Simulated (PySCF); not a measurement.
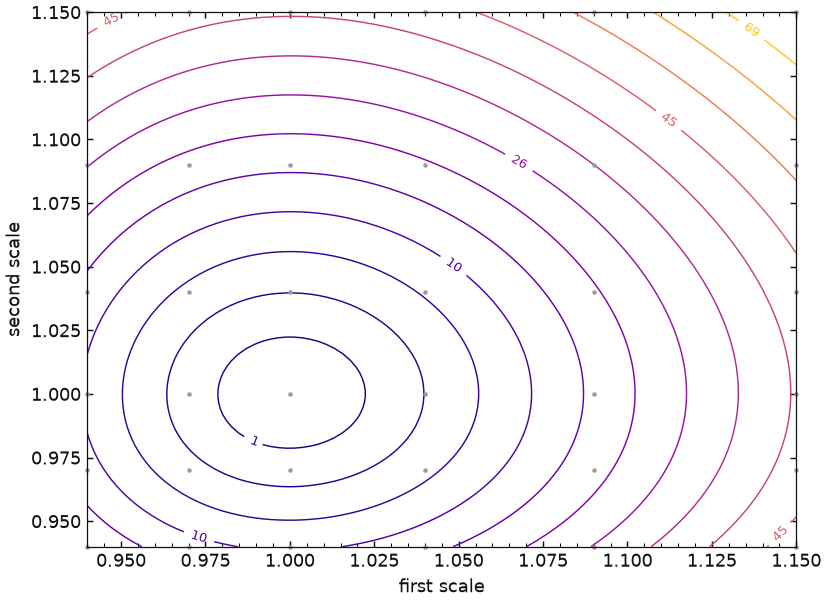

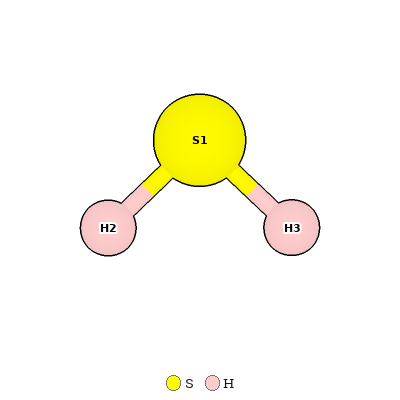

Energy landscape of SH₂, singlet, rigid, from a minimum of the shape that electron-pair counting expects: bond 1-2 scaled first, bond 1-3 second (atom 1 is the central atom; scales multiply the bond lengths of the minimum). ωB97X/def2-TZVP in PySCF, restricted determinant, no spin-orbit coupling; energies count from the minimum, which needn't lie on the grid. The map is drawn from 6 × 6 computed points, interpolated. Contours in kJ/mol, some labelled. Dots mark the computed points.

Q: Which computed point is the lowest, and which the highest?

A: Lowest at 1.00 and 1.00 (0 kJ/mol), highest at 1.15 and 1.15 (78 kJ/mol).

Q: Give the energies on the grid.

A: In kJ/mol; across: first scale, down: second scale.
```csv
,0.94,0.97,1.00,1.04,1.09,1.15
0.94,20,12,10,13,26,49
0.97,12,5,2,6,18,41
1.00,10,2,0,4,16,39
1.04,13,6,4,7,19,43
1.09,26,18,16,19,32,55
1.15,49,41,39,43,55,78
```
